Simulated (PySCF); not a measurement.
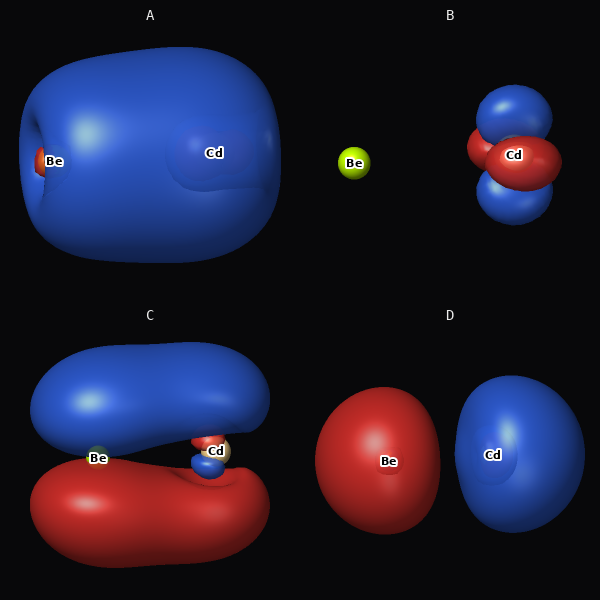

Figure 1: BeCd (charge +1, doublet). Four frontier β-spin orbitals, each drawn at the value that holds 80 % of its norm (blue and red are the two phases), in no order; of a degenerate pair one member is drawn.

Core potentials replace the inner electrons of Cd.

Level of theory: PBE0/def2-SVPD, non-relativistic Hamiltonian with scalar-relativistic core potentials where named, at a bond length of 2.530 Å (PySCF).

Question: Label each orbital by symmetry, say whether it is occupied, and order them by energy.

Answer: Orbital B: δ, occupied in this spin, −20.61 eV; almost wholly on Cd.
Orbital A: σ, occupied in this spin, −13.88 eV; shared between the atoms (Be 40 %, Cd 60 %).
Orbital D: σ, empty in this spin, −8.68 eV; shared between the atoms (Be 45 %, Cd 55 %).
Orbital C: π, empty in this spin, −6.78 eV; bonding, with no node between the atoms.
